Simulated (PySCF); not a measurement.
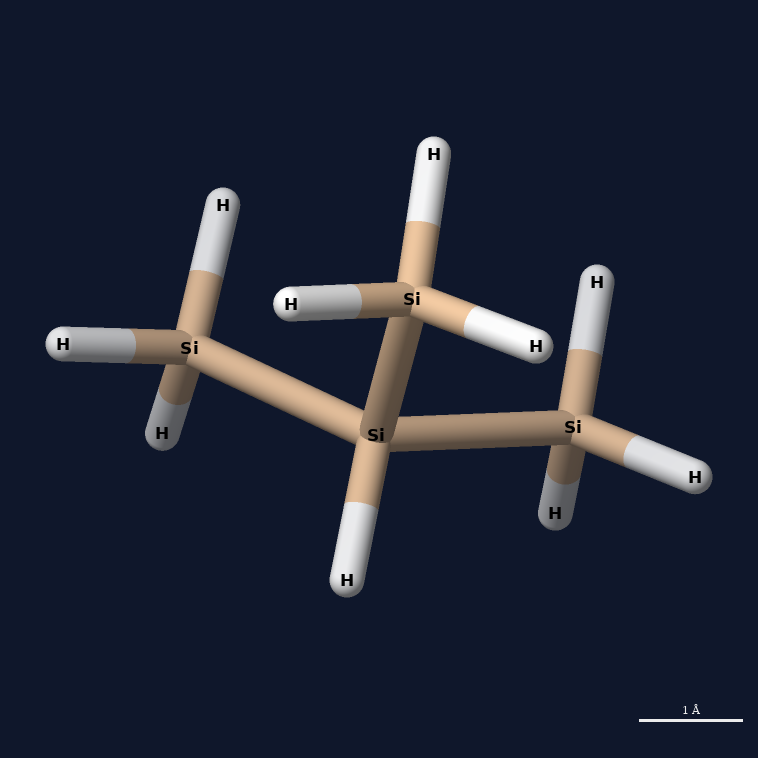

Stick drawing of a structure. Every bond is drawn as one stick, whatever its order.

The geometry was computed by an optimisation with PBE0-D3(BJ)/def2-SVP. No frequency run is at hand to confirm it as a minimum.

What does the picture show?

Formula Si₄H₁₀. Its SMILES string is `[SiH3][SiH]([SiH3])[SiH3]`. It has no ring. Among its groups: Si–H bond. Coordination: 4 Si tetrahedral.

More results for the same structure follow; atom numbers are the same in all pictures, views and colours differ.

### Levels of theory compared

No frequency run is at hand to confirm it as a minimum. Program: PySCF 2.14.0.

At this fixed geometry, give HOMO–LUMO gap (eV) at these levels: B97-2/pcSseg-1; BHandHLYP/pcSseg-1; CAM-B3LYP/pcSseg-1; LC-wPBE/pcSseg-1; PBE0/6-311+G(2d,p); PBE0/6-31G; PBE0/6-31G*; PBE0/STO-3G; PBE0/def2-SVP; PBE0/def2-TZVP; WP04/pcSseg-1; ωB97X-D/pcSseg-1.

```json
{"level": "B97-2/pcSseg-1", "HOMO–LUMO gap (eV)": "7.69"}
{"level": "BHandHLYP/pcSseg-1", "HOMO–LUMO gap (eV)": "9.78"}
{"level": "CAM-B3LYP/pcSseg-1", "HOMO–LUMO gap (eV)": "10.20"}
{"level": "LC-wPBE/pcSseg-1", "HOMO–LUMO gap (eV)": "12.50"}
{"level": "PBE0/6-311+G(2d,p)", "HOMO–LUMO gap (eV)": "7.68"}
{"level": "PBE0/6-31G", "HOMO–LUMO gap (eV)": "8.24"}
{"level": "PBE0/6-31G*", "HOMO–LUMO gap (eV)": "7.98"}
{"level": "PBE0/STO-3G", "HOMO–LUMO gap (eV)": "11.02"}
{"level": "PBE0/def2-SVP", "HOMO–LUMO gap (eV)": "7.97"}
{"level": "PBE0/def2-TZVP", "HOMO–LUMO gap (eV)": "7.69"}
{"level": "WP04/pcSseg-1", "HOMO–LUMO gap (eV)": "7.31"}
{"level": "ωB97X-D/pcSseg-1", "HOMO–LUMO gap (eV)": "11.36"}
```

### Charges

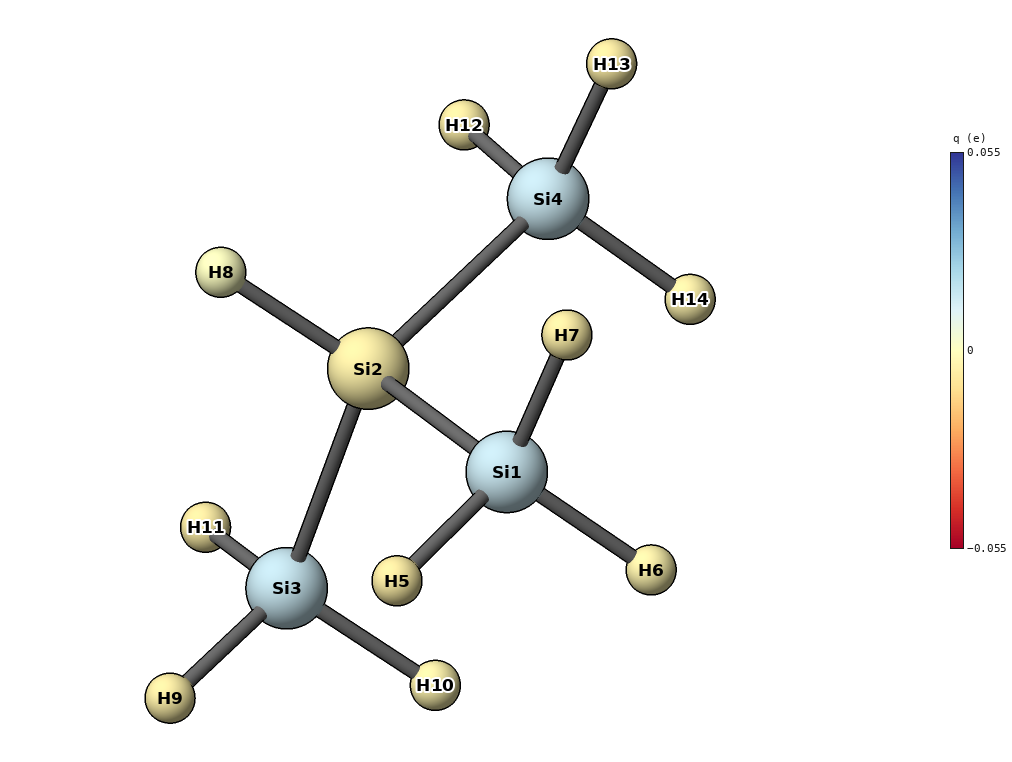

Atoms are coloured by their Mulliken charges. No frequency run is at hand to confirm it as a minimum. Method: PBE0/def2-TZVP, gas phase (PySCF 2.14.0).

List the Mulliken charges.

```
atom  value (e)
 Si1       0.02
 Si2       0.00
 Si3       0.02
 Si4       0.02
  H5      −0.01
  H6       0.00
  H7      −0.01
  H8       0.00
  H9      −0.01
 H10       0.00
 H11      −0.01
 H12      −0.01
 H13      −0.01
 H14       0.00
```

### NMR shielding

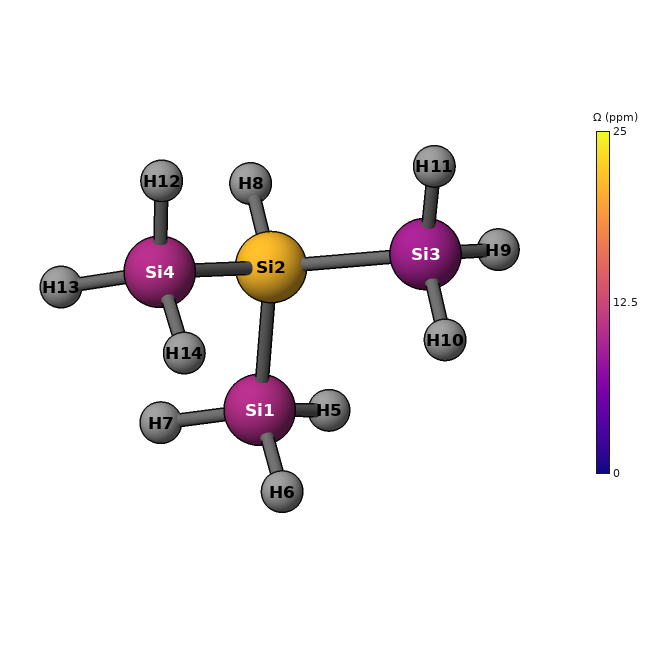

The Si atoms are coloured by the span of their shielding tensor. No frequency run is at hand to confirm it as a minimum. Level of theory: GIAO PBE0/6-31G* NMR shielding, non-relativistic, gas phase (PySCF 2.14.0). Principal shieldings σ11 ≤ σ22 ≤ σ33, span Ω = σ33 − σ11, skew κ = 3(σiso − σ22)/Ω.

Question: Which Si atom has the most anisotropic shielding?

Answer: Si2, with a span of 21 ppm.

Give the shielding tensors of the Si atoms.

```
atom    σ11    σ22    σ33   σiso     Ω     κ
 Si1  482.0  485.5  492.4  486.6  10.5  0.33
 Si2  510.3  510.4  531.6  517.4  21.3  0.99
 Si3  483.0  484.5  492.4  486.6   9.4  0.68
 Si4  482.0  485.8  492.5  486.8  10.5  0.27
```

Shieldings and span in ppm.

Mulliken values depend strongly on the basis set and can even reverse the polarity of a bond.
